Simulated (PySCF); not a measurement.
C6H10OSi

```csv
atom,x (Å),y (Å),z (Å)
C,-1.6916,-1.2942,0.6691
C,-1.0184,-0.9176,-0.6518
C,-0.2635,0.3618,-0.5232
C,-0.7317,1.6586,-0.8517
C,0.2753,2.5159,-0.5305
O,1.3220,1.8493,-0.0296
C,1.0041,0.5278,-0.0193
Si,2.2830,-0.6495,0.6680
H,-0.9429,-1.4227,1.4473
H,-2.2469,-2.2229,0.5600
H,-2.3812,-0.5121,0.9793
H,-0.3338,-1.7158,-0.9464
H,-1.7796,-0.8110,-1.4275
H,-1.6833,1.9126,-1.2736
H,0.3623,3.5820,-0.6115
H,3.6055,-0.0619,0.4659
H,2.1702,-1.9293,-0.0354
H,2.0418,-0.8649,2.0993
```

Geometry: GFN2-xTB.

Level of theory: CAM-B3LYP/def2-SVPD, SCF density, gas phase in PySCF 2.14.0.

Predict the electron density and electron localisation function between the atoms.

C–O (1.34 Å): the density is about 2.5 e/Å³ at the midpoint; the ELF peaks at about 0.90 between the atoms: a shared but strongly polarised pair.
C–C (1.36 Å): ρ at the midpoint is about 2.2 e/Å³; the ELF peaks at about 0.95 between the atoms (localised, covalent bonding).
C–Si (1.87 Å): the density is about 0.97 e/Å³ at the midpoint; the ELF peaks at about 1 between the atoms; a shared electron pair.
C–H (1.07 Å): ρ at the midpoint is about 2 e/Å³; the ELF climbs to about 1 towards the hydrogen, as it does in any bond to H: an ordinary covalent bond to hydrogen.

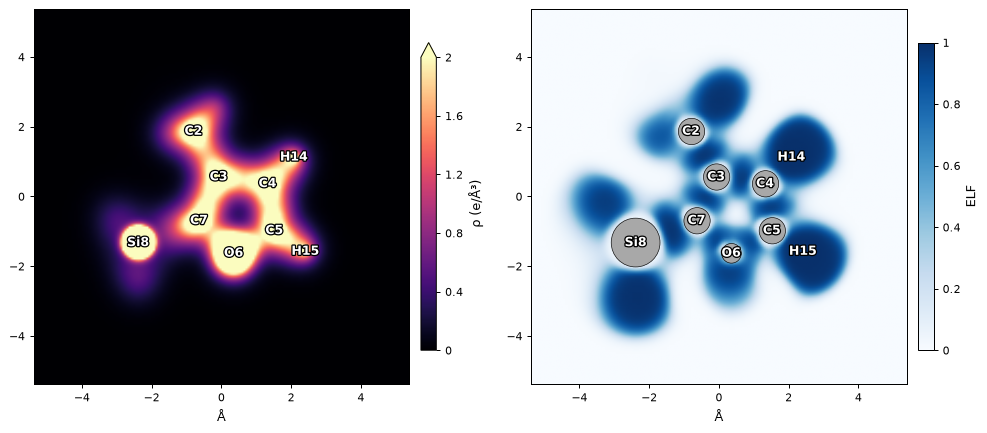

Computed electron density and electron localisation function on the plane of atoms C2, C3 and C7, in this order. Grey discs cover the atomic cores in the ELF map. 
